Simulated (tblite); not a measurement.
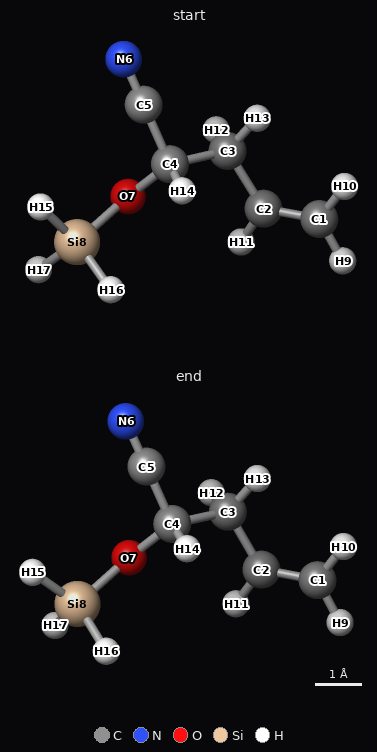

The structure of C5H9NOSi before (top) and after (bottom) a relaxation, at one scale.

A ball-and-stick model, seen at a tilt.

All numbers below come from GFN2-xTB geometry optimisation, gas phase (tblite). 

Summarise the run.

The energy falls by 5.36 kcal/mol in 73 geometry steps. The atom that moves furthest after the best rigid fit is H17 (0.43 Å). Largest moves by element: H 0.43 Å, O 0.18 Å, C 0.08 Å, N 0.05 Å, Si 0.03 Å. Near-neighbour distances that change, for instance: C4–C5 1.499 → 1.453 Å, O7–Si8 1.667 → 1.625 Å, C4–O7 1.436 → 1.397 Å, C2–C3 1.529 → 1.496 Å. Among the angles between lasting bonds that change: O7–Si8–H17 109.3° → 98.0°, C4–O7–Si8 118.7° → 129.3°, H15–Si8–H17 111.4° → 114.8°.
